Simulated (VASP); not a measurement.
Band structure of Cd3ZnTe4 (ordered alloy cell). All values below come from PBE GGA, VASP's PBE PAW potentials (set 64) (plane waves; VASP).

Unless said otherwise, spin-orbit coupling is left out, though it shifts the bands of the heavy elements here.

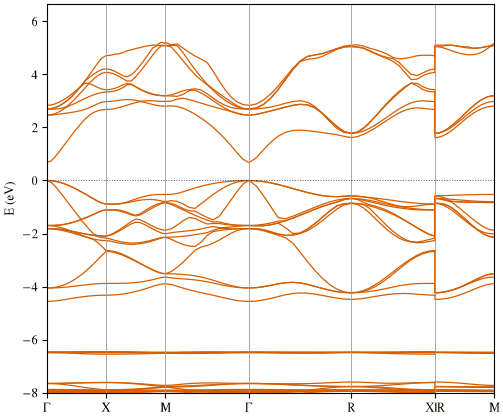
Bands along high-symmetry lines, zero at the valence-band maximum or, without a gap, the Fermi level

Q: Read the plot: is there a gap, and where are the band edges?

A: The gap is direct, 0.67 eV, from the valence maximum at Γ to the conduction minimum at Γ. (Edges off the drawn lines would not show.)

The structure was generated: Cd3ZnTe4 was put into an ordered model structure (P-43m), which need not be its known phase. It was relaxed first, which changed the volume by +5 %.
